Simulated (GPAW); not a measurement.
**C₃H₅B: property calculation**

- system: C₃H₅B, SMILES BCC#C
- method: RPBE/real-space grid, scalar-relativistic datasets (GPAW 26.7.0)

The geometry comes from this level: GFN2-xTB.

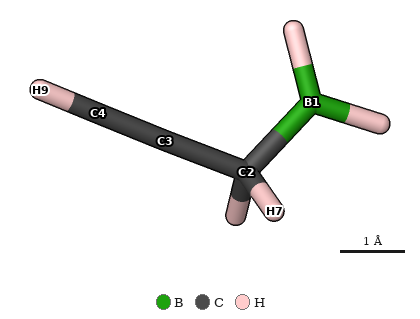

Figure 1. The input geometry (stick view, seen at a tilt; atoms are numbered from 1 in the order of the input). Bond lengths as drawn: B–C 1.57 Å, B–H 1.17 Å, C–C 1.20 to 1.45 Å and C–H 1.05 to 1.10 Å.

**Summary**

```csv
quantity,value
outcome,converged
energy relative to the program's reference atoms,−47.3056 eV
largest force,1.204 eV/Å
HOMO,−6.31 eV
LUMO,−2.63 eV
dipole moment,0.89 D
hardware,"1 thread of Intel Xeon @ 2.50GHz (Skylake/Cascade Lake), 189 GiB of memory available, shared host"
wall time,86 s
peak memory,0.87 GiB
```

**Input file (molecule_sp.py)**
```python
import numpy as np
from ase.io import read
from ase.units import Debye
from gpaw import GPAW

atoms = read("molecule.xyz")
atoms.center(vacuum=4.5)

calc = GPAW(mode="fd", h=0.18, xc="RPBE", maxiter=100, symmetry="off", txt="-")
atoms.calc = calc

energy = atoms.get_potential_energy()
print(f"Energy = {energy:.5f} eV")
forces = atoms.get_forces()
print("Forces (eV/Ang)")
for symbol, f in zip(atoms.symbols, forces):
    print(f'{symbol:2} {f[0]:9.4f} {f[1]:9.4f} {f[2]:9.4f}')
dipole = atoms.get_dipole_moment() / Debye
print(f"Dipole                  {np.linalg.norm(dipole):.3f} D")
homo, lumo = calc.get_homo_lumo()
print(f"HOMO                    {homo:.3f} eV")
print(f"LUMO: {lumo:.3f} eV")
print(f"Gap: {lumo - homo:.3f} eV")
```

**File molecule.xyz**
```
9

B     -0.368630     0.926070    -1.143040
C      0.257170    -0.371680    -0.514420
C      0.158200    -0.484400     0.925690
C      0.065960    -0.557500     2.116530
H     -0.263000     1.093870    -2.296010
H     -0.933830     1.707790    -0.483860
H      1.313140    -0.453290    -0.799180
H     -0.224840    -1.247600    -0.967140
H     -0.004190    -0.613250     3.161430
```

Launch command:
```bash
python3 molecule_sp.py
```

**What the program printed**
```
__  _  _
 | _ |_)|_||  |
 |__||  | ||/\| - 26.7.0

units:  Angstrom and eV
cores:  1
OpenMP: False

Versions:
  Python: 3.12.14
  ASE:    3.29.0
  Numpy:  2.5.5
  Scipy:  1.18.1
  Libxc:  7.0.0

Input parameters:
  mode=FD(),
  h=0.18,
  maxiter=100,
  symmetry=Symmetry(point_group=False, time_reversal=False),
  xc=XC(name='RPBE')

Diagonalizing LCAO Hamiltonian
Converting LCAO to fd mode
        .---------------------------.
       /|                           |
      / |                           |
     /  |                           |
    /   |                           |
   /    |                           |
  /     |                           |
 *      |                           |
 |      |                           |
 |      |                           |
 |      |         H                 |
 |      |         C                 |
 |      |         C                 |
 |      |        H                  |
 |      |         C  H              |
 |      |        HH                 |
 |      |                           |
 |      |                           |
 |      .---------------------------.
 |     /                           /
 |    /                           /
 |   /                           /
 |  /                           /
 | /                           /
 |/                           /
 *---------------------------*

Atoms  # Å, Bohr magnetons
|   | symbol |        x |        y |        z |    initial magnetic moments |
|---|--------|----------|----------|----------|-----------------------------|
| 0 |      B | 5.065200 | 6.673670 | 5.652970 | ( 0.0000,  0.0000,  0.0000) |
| 1 |      C | 5.691000 | 5.375920 | 6.281590 | ( 0.0000,  0.0000,  0.0000) |
| 2 |      C | 5.592030 | 5.263200 | 7.721700 | ( 0.0000,  0.0000,  0.0000) |
| 3 |      C | 5.499790 | 5.190100 | 8.912540 | ( 0.0000,  0.0000,  0.0000) |
| 4 |      H | 5.170830 | 6.841470 | 4.500000 | ( 0.0000,  0.0000,  0.0000) |
| 5 |      H | 4.500000 | 7.455390 | 6.312150 | ( 0.0000,  0.0000,  0.0000) |
| 6 |      H | 6.746970 | 5.294310 | 5.996830 | ( 0.0000,  0.0000,  0.0000) |
| 7 |      H | 5.208990 | 4.500000 | 5.828870 | ( 0.0000,  0.0000,  0.0000) |
| 8 |      H | 5.429640 | 5.134350 | 9.957440 | ( 0.0000,  0.0000,  0.0000) |

Unit cell  # Å
| periodic |         x |         y |         z |   lengths |    angles |
|----------|-----------|-----------|-----------|-----------|-----------|
|       no | 11.246970 |  0.000000 |  0.000000 | 11.246970 | 90.000000 |
|       no |  0.000000 | 11.955390 |  0.000000 | 11.955390 | 90.000000 |
|       no |  0.000000 |  0.000000 | 14.457440 | 14.457440 | 90.000000 |

Number of symmetries: 1
Symmetry operations  # r_c * U_cc + t_c -> r_c
|   | kind |            matrix            |
|---|------|------------------------------|
| 0 |  E   |  1, 0, 0,  0, 1, 0,  0, 0, 1 |

BZ-sampling:
  Number of BZ points: 1
  Number of IBZ points: 1

  Monkhorst-Pack size: [1, 1, 1]
  Monkhorst-Pack shift: [0, 0, 0]

K-points  # in reciprocal-cell coordinates
|   |                                coordinates |     weight |
|---|--------------------------------------------|------------|
| 0 | (  0.00000000,   0.00000000,   0.00000000) | 1.00000000 |

Uniform wave function grid shape: (np.int64(63), np.int64(67), np.int64(79))
Spin-components: 1 (collinear spins)
Bands:           16
Projectors:      35
Spin-degeneracy: 2
Datatype:        float64

  Storage: CPU
  Wave functions: 42_682_752 bytes (42_682_752 per core)

Parallelization:
  kpt:    1
  domain: 1
  band:   1

Density:
  Valence electrons: 20.0
  Components: 1
  Grid points: [64 68 80]
  Charge: 0.0  # |e|

Potential:
  Grid points: [64 68 80]

species:
  B:
    name:    Boron
    Z:       5.0
    valence: 3
    core:    2
    charge:  0.0  # [|e|]
    file:    B.RPBE.gz
    compensation charges:
      type: gauss
      rc: 0.20  # [Å]
      lmax: 2
    cutoffs:
      filter: 1.14  # [Å]
      core: 1.38  # [Å]
    projectors
    | kind |    occ | energy [eV] | rcut [Å] |
    |------|--------|-------------|----------|
    |   2s |  2.000 |      -9.489 |    0.635 |
    |   2p |  1.000 |      -3.587 |    0.635 |
    |    s |        |      17.723 |    0.635 |
    |    p |        |      23.625 |    0.635 |
    |    d |        |       0.000 |    0.635 |

    Using partial waves for B as LCAO basis

  C:
    name:    Carbon
    Z:       6.0
    valence: 4
    core:    2
    charge:  0.0  # [|e|]
    file:    C.RPBE.gz
    compensation charges:
      type: gauss
      rc: 0.20  # [Å]
      lmax: 2
    cutoffs:
      filter: 1.14  # [Å]
      core: 1.14  # [Å]
    projectors
    | kind |    occ | energy [eV] | rcut [Å] |
    |------|--------|-------------|----------|
    |   2s |  2.000 |     -13.815 |    0.635 |
    |   2p |  2.000 |      -5.254 |    0.635 |
    |    s |        |      13.396 |    0.635 |
    |    p |        |      21.957 |    0.635 |
    |    d |        |       0.000 |    0.635 |

    Using partial waves for C as LCAO basis

  H:
    name:    Hydrogen
    Z:       1.0
    valence: 1
    core:    0
    charge:  0.0  # [|e|]
    file:    H.RPBE.gz
    compensation charges:
      type: gauss
      rc: 0.15  # [Å]
      lmax: 2
    cutoffs:
      filter: 0.85  # [Å]
      core: 0.53  # [Å]
    projectors
    | kind |    occ | energy [eV] | rcut [Å] |
    |------|--------|-------------|----------|
    |   1s |  1.000 |      -6.572 |    0.476 |
    |    s |        |      20.639 |    0.476 |
    |    p |        |       0.000 |    0.476 |

    Using partial waves for H as LCAO basis

Reference energy: -3822.374742  # eV

eigensolver:
  PPCG
  Converge bands: occupied
  niter=2

density mixing:
  MSR1-Mixer
  Pratt-step length: 0.05
  Maximum mixing coefficient: 0.75
  Old densities: 10
  SVD Regularization: 0.005
  Good broyden scale: 1.0
  Trust region scale: 1.0
  Backstep threshold: 4.0
  History deletion threshold: 6.0
  Fourier metric: weight=20.0, sigma=0.015

occupation numbers:
  # Zero width

FastPoissonSolver using
    Stencil: 6*3+1=19 point O(h^6) finite-difference Laplacian
    FFT axes: []
    FST axes: [np.int64(0), np.int64(1), np.int64(2)]

xc functional:
  name: RPBE with 2 nearest neighbor stencil
interpolation: tri-quintic # 5. degree polynomial

Initialization done in: 8.259 s

convergence criteria:
- Maximum [total energy] change in last 3 cyles: 0.0005 eV / valence electron
- Maximum integral of absolute [dens]ity change: 0.0001 electrons / valence electron
- Maximum integral of absolute [eigenst]ate change: 4e-08 eV^2 / valence electron
maximum number of iterations: 100

SCF iterations
|iter     |     time |      energy | eigst |  dens |
|---------|----------|-------------|-------|-------|
|iter:   1| 00:00:12 |  -52.952520 | +1.37 |       |
|iter:   2| 00:00:18 |  -52.215435 | +0.17 | -0.54 |
|iter:   3| 00:00:23 |  -47.399376 | +0.79 | -0.58 |
|iter:   4| 00:00:27 |  -47.300327 | +0.22 | -1.23 |
|iter:   5| 00:00:32 |  -47.309906 | -0.85 | -1.59 |
|iter:   6| 00:00:37 |  -47.305238c| -1.53 | -1.93 |
|iter:   7| 00:00:42 |  -47.305456c| -2.32 | -2.27 |
|iter:   8| 00:00:48 |  -47.305624c| -3.16 | -2.73 |
|iter:   9| 00:00:53 |  -47.305635c| -4.08 | -3.41 |
|iter:  10| 00:00:58 |  -47.305638c| -4.72 | -3.87 |
|iter:  11| 00:01:03 |  -47.305638c| -5.49 | -4.38c|
|iter:  12| 00:01:10 |  -47.305638c| -6.01 | -4.86c|
|iter:  13| 00:01:15 |  -47.305638c| -6.66 | -5.08c|
|iter:  14| 00:01:21 |  -47.305638c| -7.26 | -5.65c|
|iter:  15| 00:01:24 |  -47.305638c| -7.68c| -5.78c|

Converged in 15 steps
SCF loop duration: 75.913 s (5.061 s/step)
Energy contributions relative to reference atoms: (reference = -3822.374742)

Energy contributions:
  Kinetic:          52.752060
  Coulomb:         -56.368699
  Zero:              0.243368
  External:          0.000000
  Xc:              -43.932368
  Entropy:           0.000000
  Spinorbit:         0.000000
  ----------------------------
  Free energy:     -47.305638
  Extrapolated:    -47.305638

dipole moment: (0.052063, -0.062192, -0.167408)  # |e|*Ang

Fermi level: -4.471
Eigenvalues  # (at kpt = [0.000, 0.000, 0.000])
| band index |      eig [eV] | occ [0-2] |
|------------|---------------|-----------|
|          0 |       -19.500 |     2.000 |
|        ... |               |           |
|          2 |       -13.145 |     2.000 |
|          3 |       -12.355 |     2.000 |
|          4 |       -11.318 |     2.000 |
|          5 |       -10.915 |     2.000 |
|          6 |        -9.063 |     2.000 |
|          7 |        -8.266 |     2.000 |
|          8 |        -6.506 |     2.000 |
|          9 |        -6.306 |     2.000 |
|         10 |        -2.635 |     0.000 |
|         11 |        -0.446 |     0.000 |
|         12 |        -0.024 |     0.000 |
|         13 |         0.167 |     0.000 |
|         14 |         0.529 |     0.000 |
|         15 |         0.878 |     0.000 |

Gap: 3.672 eV
Transition (v -> c):
  (s=0, k=0, n=9, [0.00, 0.00, 0.00]) -> (s=0, k=0, n=10, [0.00, 0.00, 0.00])
No difference between direct/indirect transitions
vacuum-level: 0.000  # V
Energy = -47.30564 eV

Forces  # eV/Ang
|        x |        y |        z |
|----------|----------|----------|
|  0.27683 | -0.52893 |  0.12989 |  # B    0
| -0.09132 |  0.20942 |  0.27862 |  # C    1
|  0.08488 |  0.02872 | -1.20044 |  # C    2
| -0.06734 | -0.05070 |  1.01776 |  # C    3
|  0.07234 |  0.11523 | -0.82312 |  # H    4
| -0.38179 |  0.53430 |  0.42254 |  # H    5
|  0.28569 | -0.02445 | -0.33069 |  # H    6
| -0.09624 | -0.23734 | -0.37040 |  # H    7
| -0.06847 | -0.05803 |  0.87099 |  # H    8

Force computation time: 0.165  # s
Forces (eV/Ang)
B     0.2768   -0.5289    0.1299
C    -0.0913    0.2094    0.2786
C     0.0849    0.0287   -1.2004
C    -0.0673   -0.0507    1.0178
H     0.0723    0.1152   -0.8231
H    -0.3818    0.5343    0.4225
H     0.2857   -0.0245   -0.3307
H    -0.0962   -0.2373   -0.3704
H    -0.0685   -0.0580    0.8710
Dipole                  0.893 D
HOMO                    -6.306 eV
LUMO: -2.635 eV
Gap: 3.672 eV
```

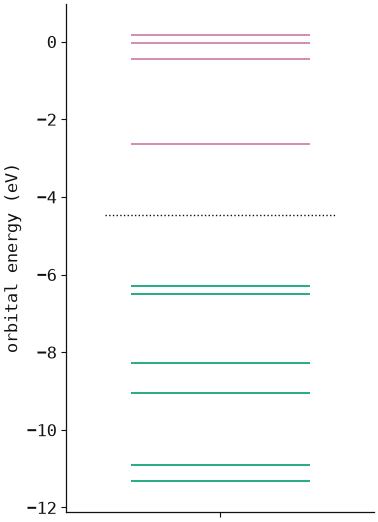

Figure 2. Orbital energies near the frontier; the dotted line parts filled from empty levels, and levels within 0.02 eV of each other stand side by side. Highest filled −6.31 eV, lowest empty −2.63 eV, 3.68 eV apart.
